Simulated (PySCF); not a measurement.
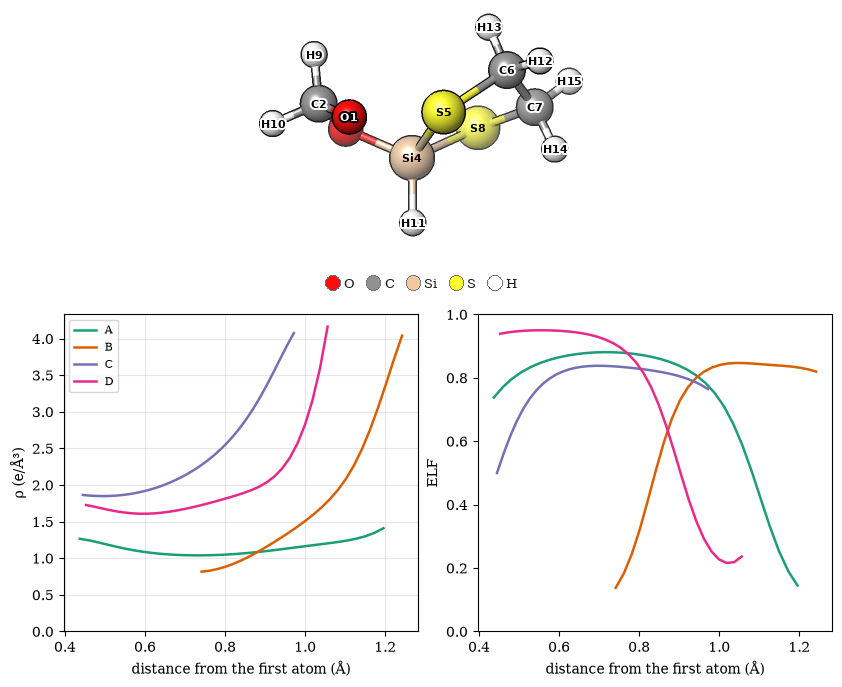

C₃H₇O₂S₂Si (SMILES [O]CO[SiH]1SCCS1) (doublet). Electron density and electron localisation function along straight lines between neighbouring atoms. The curves leave out the atomic cores. The structure is drawn too.

Geometry: GFN2-xTB.

The calculation used UKS B3LYP, pcH-1 on C H O S Si, non-relativistic, mean-field spin-orbit, GIAO (PySCF 2.14.0, density-fitted response routines).

```yaml
atoms:
  - { symbol: O, position_ang: [1.7981, 1.5907, 0.2627] }
  - { symbol: C, position_ang: [2.5494, 0.5224, 0.0884] }
  - { symbol: O, position_ang: [2.0237, -0.3733, -0.9131] }
  - { symbol: Si, position_ang: [0.5445, -0.0256, -1.4222] }
  - { symbol: S, position_ang: [-0.2492, 1.1656, 0.2323] }
  - { symbol: C, position_ang: [-1.5684, -0.0624, 0.7222] }
  - { symbol: C, position_ang: [-2.1183, -0.7823, -0.4840] }
  - { symbol: S, position_ang: [-0.7989, -1.6719, -1.4065] }
  - { symbol: H, position_ang: [2.6836, -0.0984, 0.9931] }
  - { symbol: H, position_ang: [3.5473, 0.8213, -0.2769] }
  - { symbol: H, position_ang: [0.4823, 0.8010, -2.6136] }
  - { symbol: H, position_ang: [-2.3404, 0.5215, 1.2192] }
  - { symbol: H, position_ang: [-1.1274, -0.7604, 1.4322] }
  - { symbol: H, position_ang: [-2.5987, -0.0895, -1.1734] }
  - { symbol: H, position_ang: [-2.8318, -1.5506, -0.1878] }
```

Which curve belongs to which contact (C–C, C–O, C–S and Si–O)? The first atom named is at distance zero.

Answer. Curve A: C–S (1.84 Å): ρ is about 1.1 e/Å³ halfway; the ELF peaks at about 0.90 between the atoms, as expected for a covalent bond. Curve B: Si–O (1.60 Å): ρ is about 0.89 e/Å³ halfway; the ELF peaks at about 0.85 between the atoms, as expected for a short, strongly polar bond. Curve C: C–O (1.32 Å): ρ is about 2 e/Å³ halfway; the ELF peaks at about 0.85 between the atoms, as expected for a shared but strongly polarised pair. Curve D: C–C (1.51 Å): ρ is about 1.7 e/Å³ halfway; the ELF peaks at about 0.95 between the atoms; a covalent bond.
